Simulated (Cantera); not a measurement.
Feed: 1 mol Nb, 0.01 mol H₂O, 13 mol H₂, held at 0.133 bar.

Equilibrium computed with Cantera from the NASA thermochemical tables; the gas is ideal and each condensed phase is pure. Candidate condensed phases: H₂O, Nb, NbO, NbO₂, Nb₂O₅; 12 gas species. Mutual solubility and eutectic melting of coexisting phases are not modelled. NbO: taken at fixed stoichiometry. Condensed phases not in the tables: N, O or C dissolved in the metal. Kinetics and transport are ignored.

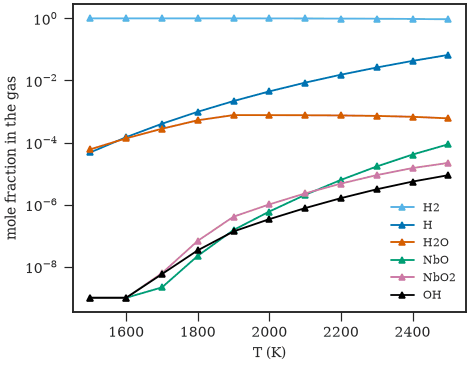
Figure: Equilibrium gas composition (values under 1e-9 drawn at 1e-9)

From 1500 K to 1800 K the condensed part is Nb(s) + NbO(s). From 1900 K to 2500 K the condensed part is Nb(s).
